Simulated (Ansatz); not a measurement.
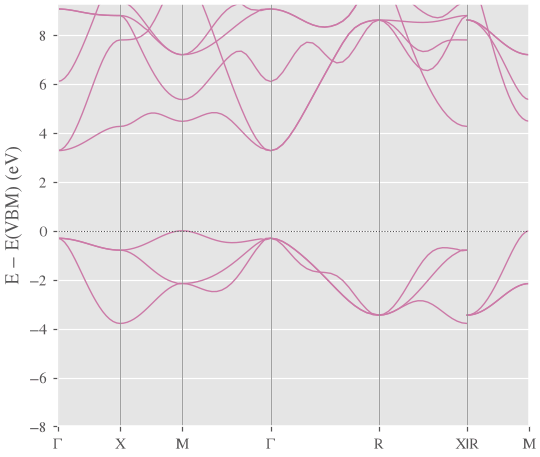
Fig. 1. Band structure from r²SCAN (plane waves, PAW; program Ansatz)

Problem. Read off the gap and where the band edges lie.

Solution. About 3.3 eV (3.27 eV by a search for the band edges); maximum at M, minimum at Γ.

The material is CaO (CsCl type, Pm-3m).

This is a known high-pressure phase of the composition, computed here at zero pressure and temperature. The r²SCAN relaxation kept the symmetry of its start. At this level the phase is mechanically unstable.

Potentials: the earlier of the program's two PAW sets.
